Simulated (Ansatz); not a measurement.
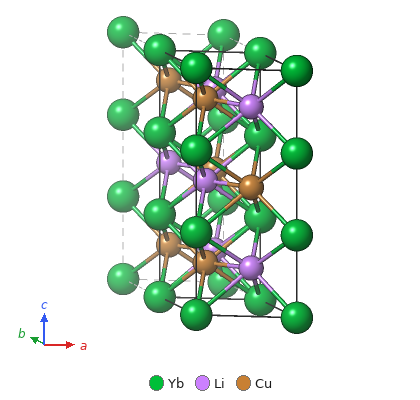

LiYbCu, space group P-6m2 (No. 187), a = 4.441 Å, b = 4.441 Å, c = 10.966 Å, α = 90.00°, β = 90.00°, γ = 120.00°. Source: the geometry relaxed with DFT, PAW plane waves, pbe in Ansatz; the starting structure was generated, so it need not be a known form of this composition. Forms under 0.4 % of the area are left out. Forms are taken in the Laue class: a face and its opposite count as one form.

> Which faces does the BFDH rule predict for this crystal?

The forms computed, by share of the surface:

```json
{"form": "{001}", "faces": "2", "d (Å)": "10.966", "share of area (%)": "58.8"}
{"form": "{100}", "faces": "6", "d (Å)": "3.846", "share of area (%)": "41.2"}
```

The crystal is plate-like. Widths along a, b and c stand as 1.00 : 1.00 : 0.30.

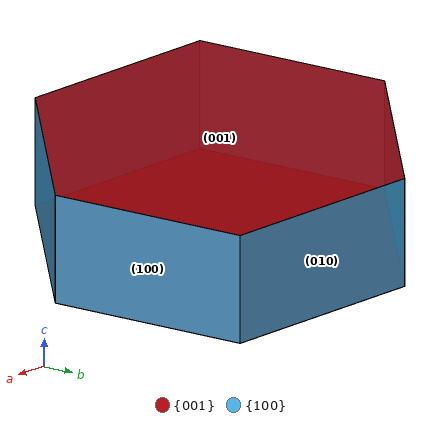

The computed shape, faces indexed. The rule is geometric and ignores bonding and growth conditions.
